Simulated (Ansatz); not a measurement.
## H on Pt(111): change of the work function

How does H on the fcc site change the work function of Pt(111) as the layer fills?

Program: Ansatz 0.2.0. Level of theory: plane-wave DFT, PBE, Ansatz PAW. Results are calculated unless marked as measured.

## 1. Set-up

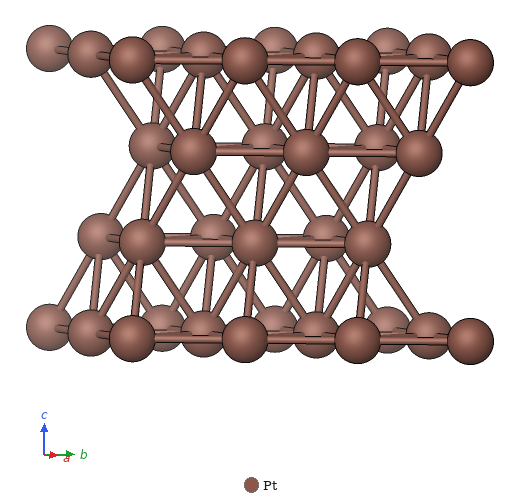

The cell as given, from the side, with the c axis up (platinum brown). 2×3×1 cells are drawn. Some periodic images of atoms are drawn too.

The cell holds 4 atoms: 4 Pt. Its edges and angles: a = 2.772 Å, b = 2.772 Å, c = 24.790 Å, α = 90.0°, β = 90.0°, γ = 60.0°. Vacuum lies along c.

## 2. The clean slab

The bare slab comes first, as the zero from which every change is counted. The two lowest layers are held at bulk places and the upper ones relax. The dipole correction removes the false field that a one-sided slab makes across the periodic vacuum, so each face gets a flat vacuum level of its own.

input.yaml

```yaml
crystal:
  lattice:
    - [2.7718585823, 0.0, 0.0]
    - [1.3859292911, 2.4004999479, 0.0]
    - [0.0, 0.0, 24.7896391657]
  atoms:
    - { symbol: Pt, position: [0.0, 0.0, 0.3630549013] }
    - { symbol: Pt, position: [0.3333333333, 0.3333333333, 0.4543516338] }
    - { symbol: Pt, position: [0.6666666667, 0.6666666667, 0.5456483662] }
    - { symbol: Pt, position: [0.0, 0.0, 0.6369450987] }
kpoints:
  mp_grid: { grid: [12, 12, 1] }
hamiltonian:
  xc: pbe
scf:
  occupations: { method: fermi_dirac, width: 0.1 }
  convergence: { dr2_threshold: 1.0e-08 }
efield:
  axis: 3
  dipole_correction: true
  ramp_position: 0.97
  ramp_width: 0.06
relax:
  f_tol: 0.02
  max_steps: 60
  constraints: [{ sites: [0, 1] }]
output:
  write_potential: true
  write_density: true
  volumetric_format: npy
```

Started as:

```console
> ansatz run input.yaml --threads 4 --pin off --max-ram 6144MiB --backend cpu --events-out ev --progress --plain --runs-dir out
```

Numbers of over 12 decimals in the logs are rounded to 6 here.

What it wrote:

```text
Engine: ansatz 0.2.0, aarch64-unknown-linux-gnu
Pseudopotentials: kind: paw
Pseudopotential: Pt, paw, valence charge 18, recommended cutoff 420 eV (normal), Pt.paw.azcp
Functional definition: PBE
  parameter kappa = 0.804
  parameter beta = 0.066725
  exchange = pbe_x(kappa = kappa, mu = beta*pi^2/3)
  correlation = pbe_c(beta = beta)
Crystal: 4 atoms, lattice volume = 164.946 Å³
Basis set: ecut = 420 eV, 3263 PW (Γ), exchange–correlation on 40×40×360 points (8 copies of the dense FFT grid, shifted against one another)
Bands: 44, of which v1, the nominal top of the filled ones, is band 36 counted from 1 (35 counted from 0)
Symmetry: 6 space group operations
k-points: 19 of 144 (time reversal used)
Non-local potential: Pt, projectors of the file, l = 0: 3, l = 1: 2, l = 2: 2, l = 3: 1
PAW form: soft (Blöchl's): semilocal exchange-correlation on the pseudo side does not see the compensation charge
PAW one-centre angular grid: Pt, 590 points (default); XC on 64 Gauss nodes
Initial density: superposition of atomic densities (neutral atoms: chi_scale 0, normalization atom), corrected by the library's trained network
Initial wavefunctions: pseudopotential atomic-orbital guess
Functional: x = pbe(κ = 0.804, μ = 0.219515), c = pbe(β = 0.066725)
SCF iter   1: F=—  HF=-50090.991717 eV  |F-HF|=—  |Δ(HF+E_count)|=         —  Δρ=5.75e-3  dr2=3.09e-1  ethr=1.77e-3  p=-0.000 e·Å  D=-7.16e-15 V/Å  ΔV_dip=0.00 eV  dr2_dipole=3.81e-7  V_vac-E_F(+/−)=5.23/5.23 eV  ⟨swp⟩=8.8  Hψ=3876  notcnv=0  defer=3
efield: sawtooth ramp at fractional position 0.9700 (set: `efield.ramp_position`, or a place that a band, a saddle search or an elastic batch's reference lends), width 0.0600; the density the first Hamiltonian is built on has a dipole p = -0.000 e·Å; the dipole correction subtracts the counter field D = -7.16e-15 V/Å, which shifts the + side's vacuum level by +0.00 eV against the − side's; the planar-averaged density in the ramp window peaks in size at 7.4e-6 e/Å³
preconditioner: auto → LDOS  [metal: Δε(μ)=0.021 eV  Ē_g=7.789 eV  σ=0.100 eV  W_gap=0.05  n_scr=18 (ndim 8)  ℏωp=18.3 eV  f_vac=0.582  D(μ)=6.47/eV (n_scr^D=38)  β→1.0]
SCF iter   2: F=—  HF=-50090.990102 eV  |F-HF|=—  |Δ(HF+E_count)|=   1.61e-3  Δρ=3.29e-3  dr2=3.42e-2  ethr=4.29e-4  p=-0.000 e·Å  D=-9.35e-6 V/Å  ΔV_dip=0.00 eV  dr2_dipole=9.91e-8  V_vac-E_F(+/−)=5.71/5.71 eV  ⟨swp⟩=2.5  Hψ=1067  notcnv=0  defer=17
SCF iter   3: F=—  HF=-50090.987444 eV  |F-HF|=—  |Δ(HF+E_count)|=   2.66e-3  Δρ=1.41e-3  dr2=2.98e-2  ethr=4.75e-5  p=0.000 e·Å  D=7.75e-6 V/Å  ΔV_dip=-0.00 eV  dr2_dipole=2.74e-8  V_vac-E_F(+/−)=5.60/5.60 eV  ⟨swp⟩=2.6  Hψ=1528  notcnv=0  defer=17
SCF iter   4: F=—  HF=-50090.985222 eV  |F-HF|=—  |Δ(HF+E_count)|=   2.22e-3  Δρ=6.04e-4  dr2=1.66e-3  ethr=4.14e-5  p=-0.000 e·Å  D=-5.42e-7 V/Å  ΔV_dip=0.00 eV  dr2_dipole=9.16e-11  V_vac-E_F(+/−)=5.69/5.69 eV  ⟨swp⟩=2.1  Hψ=1183  notcnv=0  defer=17
SCF iter   5: F=—  HF=-50090.985125 eV  |F-HF|=—  |Δ(HF+E_count)|=   9.70e-5  Δρ=2.71e-4  dr2=8.45e-5  ethr=2.30e-6  p=-0.000 e·Å  D=-3.90e-7 V/Å  ΔV_dip=0.00 eV  dr2_dipole=9.10e-10  V_vac-E_F(+/−)=5.68/5.68 eV  ⟨swp⟩=2.7  Hψ=1289  notcnv=0  defer=17
SCF iter   6: F=—  HF=-50090.985171 eV  |F-HF|=—  |Δ(HF+E_count)|=   4.56e-5  Δρ=4.16e-5  dr2=6.87e-6  ethr=1.17e-7  p=-0.000 e·Å  D=-3.58e-7 V/Å  ΔV_dip=0.00 eV  dr2_dipole=4.46e-10  V_vac-E_F(+/−)=5.66/5.66 eV  ⟨swp⟩=2.3  Hψ=1289  notcnv=0  defer=17
SCF iter   7: F=—  HF=-50090.985173 eV  |F-HF|=—  |Δ(HF+E_count)|=   1.85e-6  Δρ=1.19e-5  dr2=1.38e-7  ethr=9.54e-9  p=-0.000 e·Å  D=-5.42e-8 V/Å  ΔV_dip=0.00 eV  dr2_dipole=9.52e-11  V_vac-E_F(+/−)=5.66/5.66 eV  ⟨swp⟩=2.1  Hψ=1237  notcnv=0  defer=15
SCF iter   8: F=-50090.985173 eV  HF=-50090.985173 eV  |F-HF|=5.49e-8  |Δ(HF+E_count)|=   2.85e-7  Δρ=3.95e-6  dr2=8.81e-9  ethr=1.39e-11  p=-0.000 e·Å  D=-3.69e-9 V/Å  ΔV_dip=0.00 eV  dr2_dipole=1.60e-11  V_vac-E_F(+/−)=5.66/5.66 eV  ⟨swp⟩=8.6  Hψ=6861  notcnv=0
SCF 1 converged in 8 iterations: F = -50090.985173 eV  dr2 = 8.81e-9
  greatest PAW one-centre occupation: 1.000 electrons in one spin orbital (limit 2), on the Pt atom at site 2 (counted from 0), in its partial waves of l = 0
relax step   1: F+E_penalty+E_count = -50090.98517332 eV  Δ(F+E_penalty+E_count) = +0.000e0 eV  max|allowed force component| = 4.882e-1 eV/Å  Δτ_max = 0.0000 Å  (8 SCF iters, accepted)
Initial density: handed on by an earlier stage of this run
Initial wavefunctions: those handed on with the density
iter 1 solved again at ethr=6.41e-4 eV; its pass at ethr=3.10e-3 eV (dr2=4.62e-1 eV) is discarded
SCF iter   1: F=—  HF=-50091.029097 eV  |F-HF|=—  |Δ(HF+E_count)|=         —  Δρ=1.16e-2  dr2=4.80e-1  ethr=6.41e-4  p=0.000 e·Å  D=2.66e-7 V/Å  ΔV_dip=-0.00 eV  dr2_dipole=1.45e-1  V_vac-E_F(+/−)=5.71/5.71 eV  ⟨swp⟩=1.3  Hψ=3370  notcnv=0  defer=8
efield: sawtooth ramp at fractional position 0.9700 (set: `efield.ramp_position`, or a place that a band, a saddle search or an elastic batch's reference lends), width 0.0600; the density the first Hamiltonian is built on has a dipole p = 0.000 e·Å; the dipole correction subtracts the counter field D = 2.66e-7 V/Å, which shifts the + side's vacuum level by -0.00 eV against the − side's; the planar-averaged density in the ramp window peaks in size at 3.0e-6 e/Å³
preconditioner: auto → LDOS  [metal: Δε(μ)=0.019 eV  Ē_g=7.721 eV  σ=0.100 eV  W_gap=0.05  n_scr=18 (ndim 8)  ℏωp=18.3 eV  f_vac=0.575  D(μ)=6.64/eV (n_scr^D=50)  β→1.0]
SCF iter   2: F=—  HF=-50091.023852 eV  |F-HF|=—  |Δ(HF+E_count)|=   5.24e-3  Δρ=5.67e-3  dr2=1.45e-1  ethr=6.41e-4  p=0.004 e·Å  D=4.87e-3 V/Å  ΔV_dip=-0.12 eV  dr2_dipole=2.41e-2  V_vac-E_F(+/−)=5.55/5.67 eV  ⟨swp⟩=2.2  Hψ=1413  notcnv=0  defer=8
SCF iter   3: F=—  HF=-50091.004026 eV  |F-HF|=—  |Δ(HF+E_count)|=   1.98e-2  Δρ=2.86e-3  dr2=4.20e-2  ethr=2.02e-4  p=-0.007 e·Å  D=-7.20e-3 V/Å  ΔV_dip=0.18 eV  dr2_dipole=8.42e-5  V_vac-E_F(+/−)=5.86/5.68 eV  ⟨swp⟩=2.5  Hψ=1442  notcnv=0  defer=8
SCF iter   4: F=—  HF=-50090.997103 eV  |F-HF|=—  |Δ(HF+E_count)|=   6.92e-3  Δρ=9.64e-4  dr2=2.01e-3  ethr=5.84e-5  p=-0.003 e·Å  D=-3.38e-3 V/Å  ΔV_dip=0.08 eV  dr2_dipole=4.64e-5  V_vac-E_F(+/−)=5.76/5.68 eV  ⟨swp⟩=2.2  Hψ=1278  notcnv=0  defer=9
SCF iter   5: F=—  HF=-50090.996566 eV  |F-HF|=—  |Δ(HF+E_count)|=   5.37e-4  Δρ=2.91e-4  dr2=3.62e-4  ethr=2.79e-6  p=-0.003 e·Å  D=-2.80e-3 V/Å  ΔV_dip=0.07 eV  dr2_dipole=2.93e-5  V_vac-E_F(+/−)=5.74/5.68 eV  ⟨swp⟩=2.4  Hψ=1502  notcnv=0  defer=14
[...]
SCF iter   5: F=—  HF=-50091.007567 eV  |F-HF|=—  |Δ(HF+E_count)|=   1.08e-4  Δρ=1.80e-4  dr2=2.14e-4  ethr=1.16e-6  p=-0.001 e·Å  D=-7.97e-4 V/Å  ΔV_dip=0.02 eV  dr2_dipole=3.83e-6  V_vac-E_F(+/−)=5.69/5.67 eV  ⟨swp⟩=3.1  Hψ=1402  notcnv=0  defer=18
SCF iter   6: F=—  HF=-50091.007565 eV  |F-HF|=—  |Δ(HF+E_count)|=   1.81e-6  Δρ=9.20e-5  dr2=5.87e-5  ethr=2.97e-7  p=-0.001 e·Å  D=-1.00e-3 V/Å  ΔV_dip=0.02 eV  dr2_dipole=6.27e-8  V_vac-E_F(+/−)=5.70/5.67 eV  ⟨swp⟩=1.1  Hψ=836  notcnv=0  defer=18
SCF iter   7: F=—  HF=-50091.007553 eV  |F-HF|=—  |Δ(HF+E_count)|=   1.18e-5  Δρ=3.49e-5  dr2=1.06e-5  ethr=8.15e-8  p=-0.001 e·Å  D=-1.10e-3 V/Å  ΔV_dip=0.03 eV  dr2_dipole=8.90e-8  V_vac-E_F(+/−)=5.70/5.67 eV  ⟨swp⟩=1.2  Hψ=849  notcnv=0  defer=18
SCF iter   8: F=—  HF=-50091.007547 eV  |F-HF|=—  |Δ(HF+E_count)|=   6.41e-6  Δρ=1.21e-5  dr2=9.31e-7  ethr=1.47e-8  p=-0.001 e·Å  D=-1.07e-3 V/Å  ΔV_dip=0.03 eV  dr2_dipole=4.31e-9  V_vac-E_F(+/−)=5.70/5.67 eV  ⟨swp⟩=1.3  Hψ=862  notcnv=0  defer=18
SCF iter   9: F=—  HF=-50091.007565 eV  |F-HF|=—  |Δ(HF+E_count)|=   1.86e-5  Δρ=4.45e-6  dr2=4.79e-8  ethr=1.29e-9  p=-0.001 e·Å  D=-1.05e-3 V/Å  ΔV_dip=0.03 eV  dr2_dipole=1.77e-11  V_vac-E_F(+/−)=5.70/5.67 eV  ⟨swp⟩=2.0  Hψ=1206  notcnv=0  defer=17
SCF iter  10: F=-50091.007565 eV  HF=-50091.007565 eV  |F-HF|=8.49e-9  |Δ(HF+E_count)|=   3.09e-8  Δρ=1.25e-6  dr2=6.34e-9  ethr=1.39e-11  p=-0.001 e·Å  D=-1.05e-3 V/Å  ΔV_dip=0.03 eV  dr2_dipole=6.37e-10  V_vac-E_F(+/−)=5.70/5.67 eV  ⟨swp⟩=10.8  Hψ=6133  notcnv=0
SCF 3 converged in 10 iterations: F = -50091.007565 eV  dr2 = 6.34e-9
relax step   3: F+E_penalty+E_count = -50091.00756550 eV  Δ(F+E_penalty+E_count) = -1.103e-2 eV  max|allowed force component| = 7.115e-2 eV/Å  Δτ_max = 0.0918 Å  (10 SCF iters, accepted)
SCF iter   1: F=—  HF=-50091.008192 eV  |F-HF|=—  |Δ(HF+E_count)|=         —  Δρ=8.74e-4  dr2=5.06e-3  ethr=8.17e-5  p=-0.001 e·Å  D=-1.05e-3 V/Å  ΔV_dip=0.03 eV  dr2_dipole=1.69e-3  V_vac-E_F(+/−)=5.70/5.68 eV  ⟨swp⟩=2.1  Hψ=1462  notcnv=0  defer=18
efield: sawtooth ramp at fractional position 0.9700 (set: `efield.ramp_position`, or a place that a band, a saddle search or an elastic batch's reference lends), width 0.0600; the density the first Hamiltonian is built on has a dipole p = -0.001 e·Å; the dipole correction subtracts the counter field D = -1.05e-3 V/Å, which shifts the + side's vacuum level by +0.03 eV against the − side's; the planar-averaged density in the ramp window peaks in size at 2.0e-6 e/Å³
preconditioner: auto → LDOS  [metal: Δε(μ)=0.023 eV  Ē_g=7.759 eV  σ=0.100 eV  W_gap=0.06  n_scr=18 (ndim 8)  ℏωp=18.3 eV  f_vac=0.578  D(μ)=6.69/eV (n_scr^D=50)  β→1.0]
SCF iter   2: F=—  HF=-50091.008116 eV  |F-HF|=—  |Δ(HF+E_count)|=   7.63e-5  Δρ=3.88e-4  dr2=1.13e-3  ethr=7.03e-6  p=-0.001 e·Å  D=-6.34e-4 V/Å  ΔV_dip=0.02 eV  dr2_dipole=3.13e-4  V_vac-E_F(+/−)=5.69/5.67 eV  ⟨swp⟩=2.1  Hψ=1263  notcnv=0  defer=18
SCF iter   3: F=—  HF=-50091.008027 eV  |F-HF|=—  |Δ(HF+E_count)|=   8.81e-5  Δρ=2.54e-4  dr2=3.19e-4  ethr=1.57e-6  p=-0.002 e·Å  D=-1.78e-3 V/Å  ΔV_dip=0.04 eV  dr2_dipole=1.14e-6  V_vac-E_F(+/−)=5.72/5.67 eV  ⟨swp⟩=2.1  Hψ=1334  notcnv=0  defer=18
SCF iter   4: F=—  HF=-50091.007979 eV  |F-HF|=—  |Δ(HF+E_count)|=   4.87e-5  Δρ=5.52e-5  dr2=1.73e-5  ethr=4.43e-7  p=-0.001 e·Å  D=-1.25e-3 V/Å  ΔV_dip=0.03 eV  dr2_dipole=8.32e-7  V_vac-E_F(+/−)=5.70/5.67 eV  ⟨swp⟩=2.6  Hψ=1384  notcnv=0  defer=18
SCF iter   5: F=—  HF=-50091.007980 eV  |F-HF|=—  |Δ(HF+E_count)|=   1.25e-6  Δρ=2.60e-5  dr2=4.55e-6  ethr=2.40e-8  p=-0.001 e·Å  D=-1.28e-3 V/Å  ΔV_dip=0.03 eV  dr2_dipole=1.21e-7  V_vac-E_F(+/−)=5.70/5.67 eV  ⟨swp⟩=2.7  Hψ=1356  notcnv=0  defer=18
SCF iter   6: F=—  HF=-50091.007983 eV  |F-HF|=—  |Δ(HF+E_count)|=   2.75e-6  Δρ=1.36e-5  dr2=1.32e-6  ethr=6.32e-9  p=-0.001 e·Å  D=-1.27e-3 V/Å  ΔV_dip=0.03 eV  dr2_dipole=2.79e-9  V_vac-E_F(+/−)=5.70/5.67 eV  ⟨swp⟩=1.2  Hψ=826  notcnv=0  defer=18
SCF iter   7: F=—  HF=-50091.007983 eV  |F-HF|=—  |Δ(HF+E_count)|=   1.03e-7  Δρ=5.23e-6  dr2=2.30e-7  ethr=1.84e-9  p=-0.001 e·Å  D=-1.26e-3 V/Å  ΔV_dip=0.03 eV  dr2_dipole=3.75e-9  V_vac-E_F(+/−)=5.70/5.67 eV  ⟨swp⟩=1.2  Hψ=830  notcnv=0  defer=18
SCF iter   8: F=—  HF=-50091.007983 eV  |F-HF|=—  |Δ(HF+E_count)|=   2.13e-8  Δρ=1.98e-6  dr2=1.77e-8  ethr=3.19e-10  p=-0.001 e·Å  D=-1.27e-3 V/Å  ΔV_dip=0.03 eV  dr2_dipole=2.49e-10  V_vac-E_F(+/−)=5.70/5.67 eV  ⟨swp⟩=1.3  Hψ=909  notcnv=0  defer=18
SCF iter   9: F=-50091.007983 eV  HF=-50091.007983 eV  |F-HF|=3.28e-9  |Δ(HF+E_count)|=   1.65e-8  Δρ=5.76e-7  dr2=7.83e-10  ethr=1.39e-11  p=-0.001 e·Å  D=-1.27e-3 V/Å  ΔV_dip=0.03 eV  dr2_dipole=4.15e-12  V_vac-E_F(+/−)=5.70/5.67 eV  ⟨swp⟩=9.9  Hψ=5738  notcnv=0
SCF 4 converged in 9 iterations: F = -50091.007983 eV  dr2 = 7.83e-10
relax step   4: F+E_penalty+E_count = -50091.00798290 eV  Δ(F+E_penalty+E_count) = -4.174e-4 eV  max|allowed force component| = 3.487e-4 eV/Å  Δτ_max = 0.0131 Å  (9 SCF iters, accepted)
NSCF: frozen V_eff on 19 k-points
the band table was solved once a step of the walk had ended and its energy, with any forces and stress, was formed, with the checks that follow a solve (4584 applications of the Hamiltonian). They found nothing against the state; the energy, forces and stress were not computed again (output.eigenvalues in the input reference)
SCF converged after 9 iterations
Free energy (F): -50091.007983 eV
Harris-Foulkes:  -50091.007983 eV  (|F-HF|=3.28e-9)
Internal energy: -50090.790083 eV  (E = F + TS)
E sigma→0 (E₀):  -50090.899033 eV
Entropy (-TS):   -0.217900 eV (-54.475 meV/atom)
Fermi energy:    4.900471 eV
Dipole field:    D = -0.001269 V/Å  (p = -0.001156 e·Å, saw-weighted, corrected)
Work function:   Φ+ = 5.7030 eV   Φ− = 5.6716 eV
Levels:          The Fermi level and band energies are counted from a zero that moves with the ramp; work functions are not
--- Per-component energies (eV) ---
  E_band       = -1818.910560
  E_kinetic    = 2546.761399
  E_local      = -123966.042925  (includes V_loc(G=0)·N_el)
  E_nonlocal   = 800.189997
  E_hartree    = 60581.101335
  E_xc         = -1044.614578
  E_vxc        = -1207.827318  (∫ρ·V_xc dr)
  E_paw        = -37816.082999  (= ΣΔE_a)
  E_vpaw       = -1154.195293  (= ΣTr[D̂ρ^β])
  E_aug_tail   = 0.000812  (compensation charges beyond the density's cutoff)
  E_efield     = 0.000001  (sawtooth field / dipole correction)
  E_vefield    = 0.003642  (∫n·V_field dr)
  E_ewald      = 48807.896875
  E_smearing   = -0.217900  (= −TS)
  E_closure    = -0.000000  (closes the sum)
  Σ components = -50091.007983   (vs F -50091.007983, Δ=0.00e0)
--- Forces (eV/Å), atoms counted from 1 ---
  atom   1  Pt    -0.00000000    -0.00000000    -0.48014120
  atom   2  Pt     0.00000000    -0.00000000     0.47992532
  atom   3  Pt    -0.00000000    -0.00000000     0.00034872
  atom   4  Pt     0.00000000     0.00000000    -0.00014185
  max |Σ_I F_I| component: 9.01e-6 eV/Å
--- Band table (eV; the first three rows and the last of 19) ---
  k-point 0: bands = [... 32 lower, 3.3721, 3.7295, 3.7295, 4.4538, 4.4538, 4.4677, 4.8736, 4.8736, ... 4 higher]
  k-point 1: bands = [... 32 lower, 3.2564, 3.5694, 3.7370, 3.8498, 4.2372, 4.4477, 4.8839, 5.4119, ... 4 higher]
  k-point 2: bands = [... 32 lower, 3.0456, 3.1540, 3.4980, 3.7132, 4.4250, 4.6025, 4.9064, 6.3631, ... 4 higher]
  k-point 18: bands = [... 32 lower, 4.2535, 4.5924, 4.6084, 4.6216, 9.8513, 9.8824, 9.8903, 10.6257, ... 4 higher]
--- Relaxed structure (4 steps of the walk, 4 accepted, 0 SCFs on fresh bases) ---
  F+E_penalty+E_count = -50091.00798290 eV   max|allowed force component| = 3.487e-4 eV/Å
  atoms:
    - { symbol: Pt, position: [0.0, 0.0, 0.363055] }
    - { symbol: Pt, position: [0.333333, 0.333333, 0.454352] }
    - { symbol: Pt, position: [0.666667, 0.666667, 0.547405] }
    - { symbol: Pt, position: [1.786073762132227e-18, -8.930368810661091e-19, 0.641619] }
```

The job ended after 29 s (4 threads of Arm Neoverse N1, shared host; peak memory 0.49 GiB).

Relaxation path:

```csv
step,energy less that of the first step (eV),largest force component (eV/Å)
1,0.0000,0.4882
2,-0.0114,0.3306
3,-0.0224,0.0711
4,-0.0228,0.0003
```

The run keeps the 6 symmetry operations that it works with, so distortions that break them were not tested.

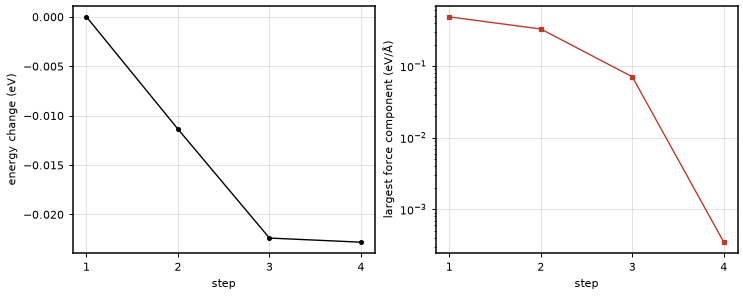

Energy and largest force along the relaxation.

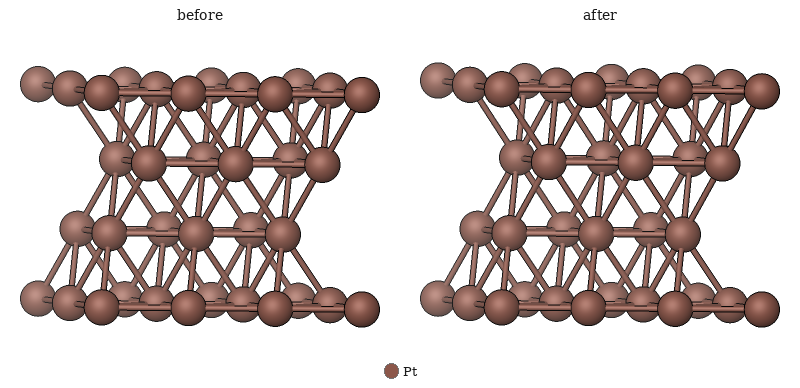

The structure before and after the relaxation, drawn at the same scale.

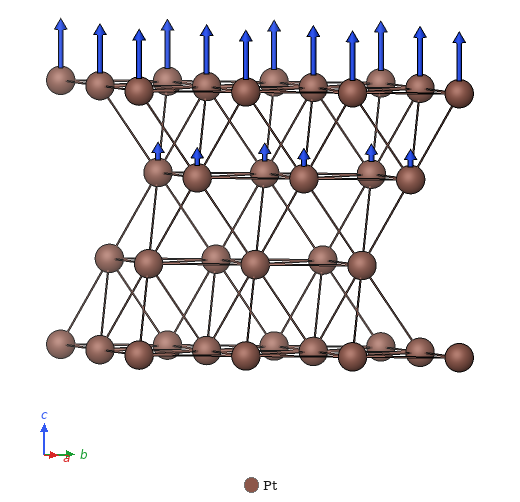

Displacements in the relaxation, exaggerated; the longest in the cell stands for 0.12 Å. 2×3×1 cells are drawn. Some periodic images of atoms are drawn too.

The atoms that moved most (Å):

```csv
atom,dx,dy,dz,length
Pt4,0.000,0.000,0.116,0.116
Pt3,0.000,0.000,0.044,0.044
```

Final coordinates:

```cif
data_structure
_symmetry_space_group_name_H-M 'P 1'
_symmetry_Int_Tables_number 1
_cell_length_a 2.7719
_cell_length_b 2.7719
_cell_length_c 24.7896
_cell_angle_alpha 90.000
_cell_angle_beta 90.000
_cell_angle_gamma 60.000
_cell_volume 164.95
loop_
_atom_site_label
_atom_site_type_symbol
_atom_site_fract_x
_atom_site_fract_y
_atom_site_fract_z
_atom_site_occupancy
Pt1 Pt 0.00000 0.00000 0.36305 1
Pt2 Pt 0.33333 0.33333 0.45435 1
Pt3 Pt 0.66667 0.66667 0.54741 1
Pt4 Pt 0.00000 0.00000 0.64162 1
```

Numbers from this step:

- energy at zero smearing: -50090.8990 eV
- work function, upper face: 5.703 eV
- work function, lower face: 5.672 eV
- dipole along the normal: -0.001156 e·Å
- step between the vacuum levels: 0.03145 eV

Running mean over 2.263 Å of the planar mean; the ramp of the sawtooth is left out. The electron's electrostatic potential energy less the Fermi level by z:

```csv
z (Å),electron's electrostatic potential energy less the Fermi level (eV)
4,5.67
5,5.67
6,5.61
7,4.60
8,-4.97
9,-11.6
10,-12.1
11,-12.2
12,-11.8
13,-11.9
14,-11.8
15,-11.2
16,-11.3
17,-3.69
18,4.90
19,5.66
20,5.70
21,5.70
```

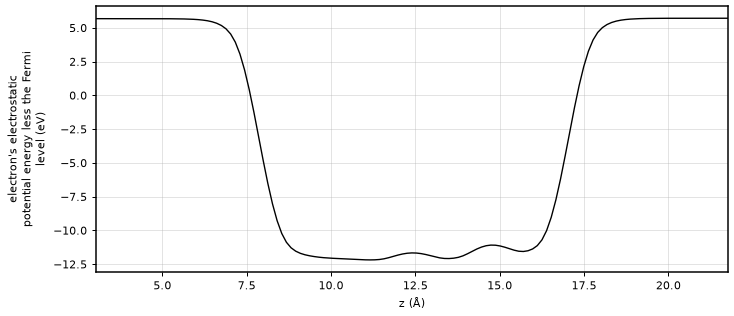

Electron's electrostatic potential energy less the Fermi level, plotted against z.

The relaxation took 4 steps and lowered the energy by 0.023 eV; the largest force on the free atoms ends at 3.5e-4 eV/Å.

The work function of the upper face is 5.70 eV.

(Part 1 of 3 ends here.)

[Logs are printed without paths, hosts, clocks, repeated set-up lines and the standing remarks that a program may print on its own settings, such as how far it seeks lower states.]

[Hosts, paths, dates, database ids (printed as entryN), source tags and the programs' standing remarks are cut or masked in the printed files.]

[Maps of the electrostatic potential energy from Ansatz leave out the sawtooth potential of an applied field or a dipole correction, so their vacuum need not be flat; planar profiles and work functions include it.]
